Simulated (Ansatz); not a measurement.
# C2H5ClSeSi: two geometries relaxed

Aim: relax the geometries before and after the rotation by 120° about the C2–C3 bond, and see whether they are two minima and how far apart in energy. SMILES of the start: [SiH3]CC(Cl)=[Se].

Method: RKS PBE-D4/def2-SVP, in Ansatz 0.2.0.

**1. The structure to begin with**

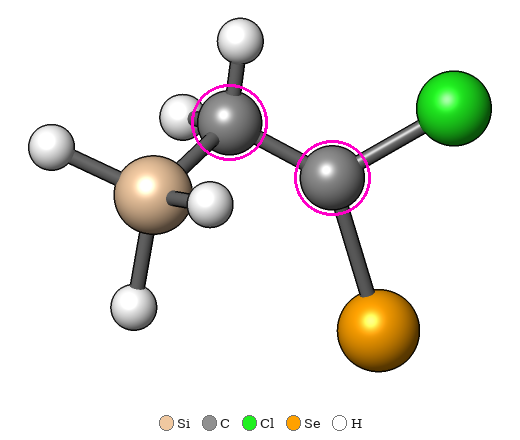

The starting structure, seen from a chosen angle (silicon light orange, carbon grey, chlorine green, selenium orange, hydrogen white). Ringed: C2, C3.

Structure file:

```xyz
10

Si   -1.1417   -0.2196    0.7049
C     0.6545   -0.0894    0.4457
C     0.9208    0.2000   -1.0018
Cl    1.9673   -0.9121   -1.9628
Se    0.4496    1.8349   -2.3498
H    -1.7999    1.1221    0.3044
H    -1.7177   -1.2523   -0.1331
H    -1.4420   -0.4298    2.1018
H     1.0766    0.7451    1.1172
H     1.1156   -1.0502    0.7764
```

**2. End point A**

Contents of input.yaml:

```yaml
crystal:
  periodic: [false, false, false]
  atoms:
    - { symbol: Si, position_ang: [-1.1417, -0.2196, 0.7049] }
    - { symbol: C, position_ang: [0.6545, -0.0894, 0.4457] }
    - { symbol: C, position_ang: [0.9208, 0.2, -1.0018] }
    - { symbol: Cl, position_ang: [1.9673, -0.9121, -1.9628] }
    - { symbol: Se, position_ang: [0.4496, 1.8349, -2.3498] }
    - { symbol: H, position_ang: [-1.7999, 1.1221, 0.3044] }
    - { symbol: H, position_ang: [-1.7177, -1.2523, -0.1331] }
    - { symbol: H, position_ang: [-1.442, -0.4298, 2.1018] }
    - { symbol: H, position_ang: [1.0766, 0.7451, 1.1172] }
    - { symbol: H, position_ang: [1.1156, -1.0502, 0.7764] }
basis:
  gaussian: { orbitals: def2-SVP }
hamiltonian:
  xc: pbe
  dispersion: d4
relax:
  f_tol: 0.015
  max_steps: 40
```

On the command line:

```console
$ ansatz run input.yaml --threads 2 --pin off --max-ram 3072MiB --backend cpu --events-out ev --progress --plain --runs-dir out
```

Output, shortened:

```text
Warning: RAYON_NUM_THREADS=2 ignored (pool sized by the plan → 2); use --threads N
[...]
Functional definition: PBE
[...]
1343 factors; their error is unknown
[...]
mean field -87865.06163731 eV, -3228.9814580933 hartree, gradient 1.4e-5 eV, S^2 0.000000; 1 other end points of the search recorded, 0 dependent functions left out
[...]
reference -87865.06167321 eV, -3228.9814594127 hartree; 41, 41 occupied and 80, 80 virtual orbitals, 1343 factors
relax step   1: F+E_penalty+E_count = -87865.35443099 eV  Δ(F+E_penalty+E_count) = +0.000e0 eV  max|allowed force component| = 3.496e0 eV/Å  Δτ_max = 0.0000 Å  (47 SCF iters, accepted)
[...]
relax step   5: F+E_penalty+E_count = -87867.12512867 eV  Δ(F+E_penalty+E_count) = -3.775e-2 eV  max|allowed force component| = 4.167e-1 eV/Å  Δτ_max = 0.0994 Å  (29 SCF iters, accepted)
[...]
relax step   9: F+E_penalty+E_count = -87867.18181040 eV  Δ(F+E_penalty+E_count) = -3.544e-3 eV  max|allowed force component| = 3.258e-2 eV/Å  Δτ_max = 0.0751 Å  (29 SCF iters, accepted)
[...]
relax step  13: F+E_penalty+E_count = -87867.18556195 eV  Δ(F+E_penalty+E_count) = -9.214e-4 eV  max|allowed force component| = 2.342e-2 eV/Å  Δτ_max = 0.0240 Å  (32 SCF iters, accepted)
[...]
relax step  15: F+E_penalty+E_count = -87867.18592919 eV  Δ(F+E_penalty+E_count) = -1.562e-4 eV  max|allowed force component| = 1.530e-2 eV/Å  Δτ_max = 0.0358 Å  (32 SCF iters, accepted)
[...]
relax step  16: F+E_penalty+E_count = -87867.18596220 eV  Δ(F+E_penalty+E_count) = -3.300e-5 eV  max|allowed force component| = 8.307e-3 eV/Å  Δτ_max = 0.0116 Å  (33 SCF iters, accepted)
1343 factors; their error is unknown
mean field -87866.87692439 eV, -3229.0481686631 hartree, gradient 2.4e-5 eV, S^2 0.000000; 1 other end points of the search recorded, 0 dependent functions left out
[...]
reference -87866.87695867 eV, -3229.0481699226 hartree; 41, 41 occupied and 80, 80 virtual orbitals, 1343 factors
Total energy: -87867.18599647 eV, -3229.0595268524 hartree
Atom 0 at    -1.168863    -0.279164     0.651753 Å, force    -0.005231    -0.004214    -0.001014 eV/Å
Atom 1 at     0.700212     0.082983     0.360975 Å, force     0.005536     0.006014     0.001218 eV/Å
Atom 2 at     0.995497     0.323950    -1.076273 Å, force    -0.003271    -0.008069     0.000736 eV/Å
Atom 3 at     1.172893    -1.181894    -1.982009 Å, force    -0.000188     0.008307     0.003012 eV/Å
Atom 4 at     1.088466     1.909608    -1.869678 Å, force     0.001323    -0.002812     0.000915 eV/Å
Atom 5 at    -1.966308     0.902220     0.181077 Å, force     0.001787    -0.004179     0.002994 eV/Å
Atom 6 at    -1.573680    -1.513986    -0.099400 Å, force     0.001477     0.004266     0.003402 eV/Å
Atom 7 at    -1.372052    -0.488938     2.127274 Å, force     0.000039     0.001560    -0.006322 eV/Å
Atom 8 at     0.943472     0.984751     0.957209 Å, force     0.001050     0.000159    -0.002785 eV/Å
Atom 9 at     1.263464    -0.790830     0.751973 Å, force    -0.002520    -0.001034    -0.002156 eV/Å
Dipole moment:    -0.080010    -0.171160     0.406611 e Å
```

It took 54 s on 2 threads of Arm Neoverse V1, shared host; peak memory 0.17 GiB.

Step by step:

```csv
step,energy from step 1 (eV),largest force component (eV/Å)
1,0.0000,3.4958
2,-1.3539,2.2461
3,-1.6052,2.5746
4,-1.7329,0.6725
5,-1.7707,0.4167
6,-1.8044,0.4134
7,-1.8143,0.4140
8,-1.8238,0.1427
9,-1.8274,0.0326
10,-1.8288,0.0242
11,-1.8302,0.1020
12x,-1.8289,0.1848
13,-1.8311,0.0234
14,-1.8313,0.0047
15,-1.8315,0.0153
16,-1.8315,0.0083
```

Step 1 is the start. 1 step was tried and not accepted (marked x).

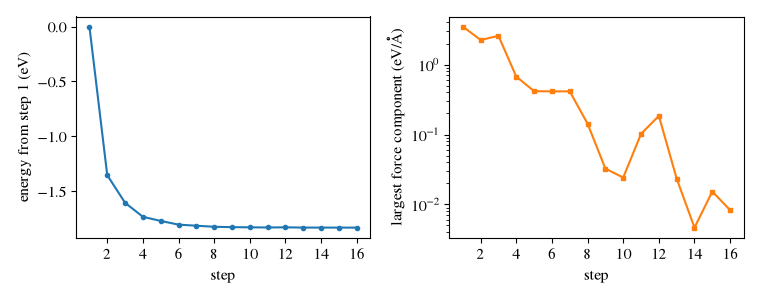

Energy and largest force along the relaxation.

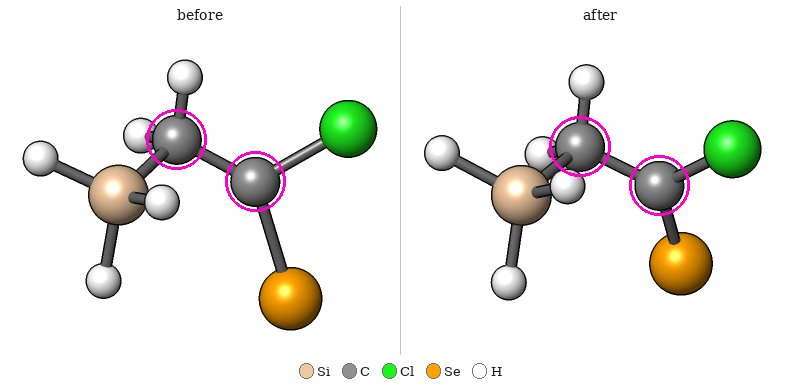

The structure before (left) and after (right), drawn at the same scale.

After: Bond lengths: Si1–C2 1.926 Å, C2–C3 1.487 Å, C3–Cl4 1.766 Å, C3–Se5 1.776 Å, Si1–H6 1.501 Å, Si1–H7 1.501 Å, Si1–H8 1.504 Å, C2–H9 1.108 Å, C2–H10 1.111 Å. Angles (14 of 15 angles, heavy atoms first): Si1–C2–C3 111.7°, C2–C3–Cl4 112.2°, C2–C3–Se5 125.9°, Cl4–C3–Se5 121.8°, Si1–C2–H9 106.5°, Si1–C2–H10 106.9°, C3–C2–H9 110.2°, C3–C2–H10 111.5°, C2–Si1–H6 108.7°, C2–Si1–H7 109.9°, C2–Si1–H8 107.8°, H9–C2–H10 109.8°, H6–Si1–H7 110.3°, H6–Si1–H8 110.2°.

**3. Relaxing end B**

The second end starts from a geometry with the move made by hand.

input.yaml, as its differences from that of step 2:

```diff
@@ -6,4 +6,4 @@
     - { symbol: C, position_ang: [0.9208, 0.2, -1.0018] }
-    - { symbol: Cl, position_ang: [1.9673, -0.9121, -1.9628] }
-    - { symbol: Se, position_ang: [0.4496, 1.8349, -2.3498] }
+    - { symbol: Cl, position_ang: [-0.45313, 0.28928, -2.1679] }
+    - { symbol: Se, position_ang: [2.70564, 0.42715, -2.2162] }
     - { symbol: H, position_ang: [-1.7999, 1.1221, 0.3044] }
@@ -21 +21,3 @@
   max_steps: 40
+output:
+  orbitals: {}
```

On the command line:

```console
$ ansatz run input.yaml --threads 2 --pin off --max-ram 3072MiB --backend cpu --events-out ev --progress --plain --runs-dir out
```

Output, shortened:

```text
Warning: RAYON_NUM_THREADS=2 ignored (pool sized by the plan → 2); use --threads N
[...]
Functional definition: PBE
[...]
1343 factors; their error is unknown
[...]
mean field -87864.85740041 eV, -3228.9739525255 hartree, gradient 1.9e-5 eV, S^2 0.000000; 1 other end points of the search recorded, 0 dependent functions left out
[...]
reference -87864.85743644 eV, -3228.9739538499 hartree; 41, 41 occupied and 80, 80 virtual orbitals, 1343 factors
relax step   1: F+E_penalty+E_count = -87865.15460641 eV  Δ(F+E_penalty+E_count) = +0.000e0 eV  max|allowed force component| = 3.720e0 eV/Å  Δτ_max = 0.0000 Å  (47 SCF iters, accepted)
[...]
relax step   5: F+E_penalty+E_count = -87866.99352636 eV  Δ(F+E_penalty+E_count) = -5.586e-2 eV  max|allowed force component| = 5.370e-1 eV/Å  Δτ_max = 0.0745 Å  (31 SCF iters, accepted)
[...]
relax step   9: F+E_penalty+E_count = -87867.01844646 eV  Δ(F+E_penalty+E_count) = -5.597e-3 eV  max|allowed force component| = 1.246e-1 eV/Å  Δτ_max = 0.1472 Å  (31 SCF iters, accepted)
[...]
relax step  13: F+E_penalty+E_count = -87867.06484201 eV  Δ(F+E_penalty+E_count) = -8.587e-3 eV  max|allowed force component| = 1.047e0 eV/Å  Δτ_max = 0.1953 Å  (38 SCF iters, accepted)
[...]
relax step  16: F+E_penalty+E_count = -87867.14720172 eV  Δ(F+E_penalty+E_count) = +2.844e-3 eV  max|allowed force component| = 8.186e-1 eV/Å  Δτ_max = 0.1867 Å  (29 SCF iters, rejected (line search))
[...]
relax step  17: F+E_penalty+E_count = -87867.16155299 eV  Δ(F+E_penalty+E_count) = -1.151e-2 eV  max|allowed force component| = 1.986e-1 eV/Å  Δτ_max = 0.0934 Å  (29 SCF iters, accepted)
[...]
1343 factors; their error is unknown
mean field -87866.86266560 eV, -3229.0476446621 hartree, gradient 8.5e-6 eV, S^2 0.000000; 0 other end points of the search recorded, 0 dependent functions left out
```

**4. The output, continued: end point B relaxed**

The log, continued, shortened:

```text
[...]
reference -87866.86270059 eV, -3229.0476459479 hartree; 41, 41 occupied and 80, 80 virtual orbitals, 1343 factors
relax step  18: F+E_penalty+E_count = -87867.16976611 eV  Δ(F+E_penalty+E_count) = -8.213e-3 eV  max|allowed force component| = 9.507e-2 eV/Å  Δτ_max = 0.1000 Å  (31 SCF iters, accepted)
[...]
relax step  21: F+E_penalty+E_count = -87867.17749445 eV  Δ(F+E_penalty+E_count) = -3.685e-4 eV  max|allowed force component| = 3.096e-1 eV/Å  Δτ_max = 0.0607 Å  (29 SCF iters, accepted)
[...]
relax step  24: F+E_penalty+E_count = -87867.18527350 eV  Δ(F+E_penalty+E_count) = -6.824e-4 eV  max|allowed force component| = 2.155e-2 eV/Å  Δτ_max = 0.0258 Å  (31 SCF iters, accepted)
[...]
relax step  27: F+E_penalty+E_count = -87867.18591576 eV  Δ(F+E_penalty+E_count) = -1.297e-4 eV  max|allowed force component| = 2.063e-2 eV/Å  Δτ_max = 0.0226 Å  (31 SCF iters, accepted)
[...]
Atom 0 at    -1.142877     0.047401     0.763572 Å, force    -0.001413     0.002591     0.000753 eV/Å
Atom 1 at     0.674119    -0.321520     0.242562 Å, force     0.003711    -0.001736    -0.001012 eV/Å
Atom 2 at     0.953256     0.135225    -1.144450 Å, force    -0.005371    -0.003601    -0.012492 eV/Å
Atom 3 at     0.381692    -1.018285    -2.354631 Å, force     0.007477     0.011778     0.012941 eV/Å
Atom 4 at     1.693887     1.682318    -1.603512 Å, force    -0.003491    -0.008487     0.001663 eV/Å
Atom 5 at    -1.378740     1.526907     0.675083 Å, force    -0.000277    -0.000271    -0.000259 eV/Å
Atom 6 at    -2.092843    -0.686930    -0.136394 Å, force    -0.000221    -0.000419    -0.000550 eV/Å
Atom 7 at    -1.316993    -0.421663     2.181584 Å, force    -0.000821    -0.000114     0.001316 eV/Å
Atom 8 at     1.325560     0.216239     0.959489 Å, force     0.000644     0.001806     0.000802 eV/Å
Atom 9 at     0.821649    -1.417363     0.348097 Å, force    -0.000239    -0.001547    -0.003162 eV/Å
Dipole moment:    -0.121611    -0.220621     0.370754 e Å
```

It took 94 s on 2 threads of Arm Neoverse V1, shared host; peak memory 0.17 GiB.

The steps of the relaxation:

```csv
step,energy from step 1 (eV),largest force component (eV/Å)
1,0.0000,3.7203
2,-1.4000,2.0100
3,-1.5274,1.7770
4,-1.7831,1.8333
5,-1.8389,0.5370
6,-1.8568,0.0628
7,-1.8580,0.0209
8,-1.8582,0.0285
9,-1.8638,0.1246
10,-1.8664,0.0743
11,-1.8854,0.1843
12,-1.9016,0.4436
13,-1.9102,1.0474
14,-1.9690,0.3394
15,-1.9954,0.3821
16x,-1.9926,0.8186
17,-2.0069,0.1986
18,-2.0152,0.0951
19,-2.0219,0.0998
20,-2.0225,0.2962
21,-2.0229,0.3096
22,-2.0256,0.1400
23,-2.0300,0.0394
24,-2.0307,0.0215
25,-2.0310,0.0344
26,-2.0312,0.0227
27,-2.0313,0.0206
28,-2.0313,0.0253
29,-2.0314,0.0129
```

Step 1 is the start. 1 step was tried and not accepted (marked x).

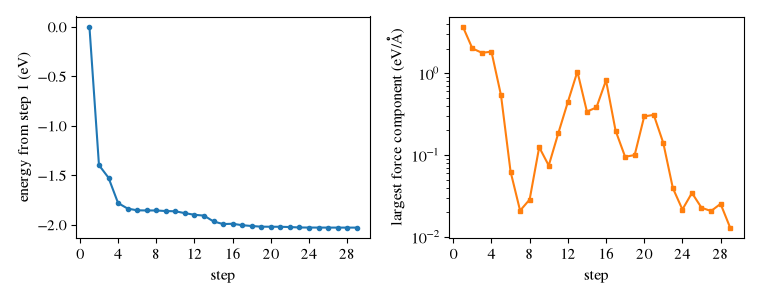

Energy and largest force along the relaxation.

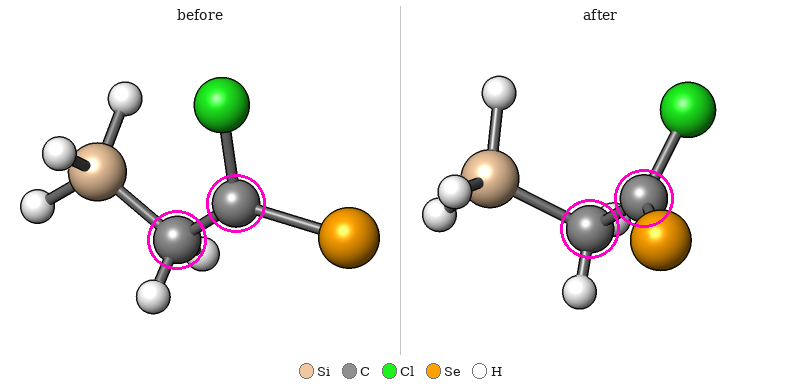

Before and after, at one scale.

After: Bond lengths: Si1–C2 1.926 Å, C2–C3 1.487 Å, C3–Cl4 1.767 Å, C3–Se5 1.776 Å, Si1–H6 1.501 Å, Si1–H7 1.501 Å, Si1–H8 1.504 Å, C2–H9 1.108 Å, C2–H10 1.111 Å. Angles (14 of 15 angles, heavy atoms first): Si1–C2–C3 111.8°, C2–C3–Cl4 112.2°, C2–C3–Se5 126.0°, Cl4–C3–Se5 121.8°, Si1–C2–H9 106.7°, Si1–C2–H10 106.8°, C3–C2–H9 110.1°, C3–C2–H10 111.5°, C2–Si1–H6 108.7°, C2–Si1–H7 110.0°, C2–Si1–H8 107.7°, H9–C2–H10 109.8°, H6–Si1–H7 110.3°, H6–Si1–H8 110.2°.

**5. Outcome**

| quantity | value |
| --- | --- |
| end A | 14 moves, 1.832 eV lower |
| end B | 27 moves, 2.031 eV lower |
| largest difference between the ends | 0.02 Å |
| end B relative to end A | -0.000 eV |

**Reading.** Both starts fell into the same minimum (no atom differs by more than 0.02 Å), so from this start no second minimum was found and no band was run; another arrangement could still be one.
